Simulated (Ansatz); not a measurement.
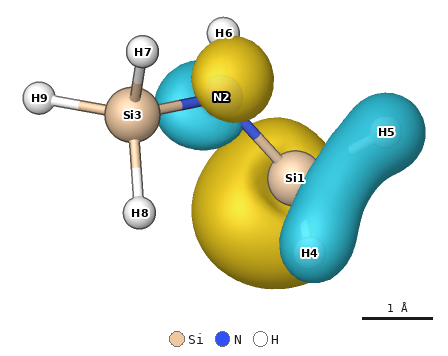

The picture shows: H6NSi2 (SMILES [SiH2]N[SiH3]) (doublet). The HOMO (α) at ±0.15 Å⁻³ᐟ² (yellow and cyan are the two phases), seen at a tilt.

Geometry: PBE0-D4/def2-TZVP.

All numbers below come from Ansatz 0.2.0, UKS PBE0-D4/def2-TZVPP.

```xyz
9

Si   -1.2009    0.9253   -0.9484
N     0.1969    0.6258    0.0252
Si    0.6117   -0.8205    0.8802
H    -1.6165   -0.3720   -1.5545
H    -0.8429    1.9134   -2.0109
H     0.7641    1.4393    0.2222
H     1.9826   -1.2765    0.5254
H    -0.3782   -1.8534    0.4885
H     0.5716   -0.6277    2.3554
```

### Where does this orbital lie, and at what energy?

It lies mainly on Si1 (about 65 %), N2 (about 15 %), H5 (about 5 %) and H4 (about 5 %). Its energy is −5.52 eV.
